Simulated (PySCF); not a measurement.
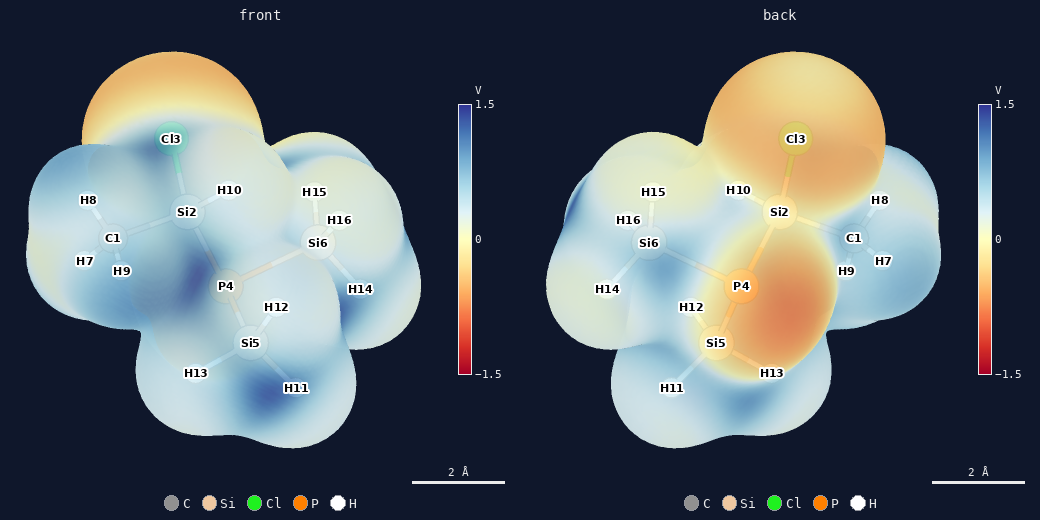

*CH10ClPSi3. The electrostatic potential painted on the density surface at 0.002 e/bohr³, seen from the front and from behind; the colour scale runs from red (negative) to blue (positive).*

Geometry: GFN2-xTB, coordinate held.

These are results of PBE0/pcSseg-1, SCF density, gas phase, non-relativistic in PySCF, not measurements.

```json
{"atom": "C", "x (Å)": "2.4737", "y (Å)": "-0.5682", "z (Å)": "0.5114"}
{"atom": "Si", "x (Å)": "1.0971", "y (Å)": "0.6940", "z (Å)": "0.1627"}
{"atom": "Cl", "x (Å)": "1.6068", "y (Å)": "2.4793", "z (Å)": "0.9587"}
{"atom": "P", "x (Å)": "-0.8117", "y (Å)": "0.0123", "z (Å)": "1.1344"}
{"atom": "Si", "x (Å)": "-1.0751", "y (Å)": "-1.6465", "z (Å)": "-0.3515"}
{"atom": "Si", "x (Å)": "-2.0733", "y (Å)": "1.4410", "z (Å)": "-0.0534"}
{"atom": "H", "x (Å)": "2.4707", "y (Å)": "-0.8657", "z (Å)": "1.5569"}
{"atom": "H", "x (Å)": "3.4512", "y (Å)": "-0.1522", "z (Å)": "0.2874"}
{"atom": "H", "x (Å)": "2.3430", "y (Å)": "-1.4643", "z (Å)": "-0.0875"}
{"atom": "H", "x (Å)": "0.9960", "y (Å)": "0.9287", "z (Å)": "-1.2837"}
{"atom": "H", "x (Å)": "-2.4740", "y (Å)": "-2.0650", "z (Å)": "-0.3004"}
{"atom": "H", "x (Å)": "-0.7441", "y (Å)": "-1.2566", "z (Å)": "-1.7256"}
{"atom": "H", "x (Å)": "-0.1983", "y (Å)": "-2.7480", "z (Å)": "0.0447"}
{"atom": "H", "x (Å)": "-3.4582", "y (Å)": "0.9911", "z (Å)": "0.0756"}
{"atom": "H", "x (Å)": "-1.9006", "y (Å)": "2.7745", "z (Å)": "0.5158"}
{"atom": "H", "x (Å)": "-1.7129", "y (Å)": "1.4701", "z (Å)": "-1.4746"}
```

> Describe the electrostatic potential map.

The most negative region (about −0.7 V) lies over P4, the most positive (about +1.3 V) over Si2, Si5 and Si6.
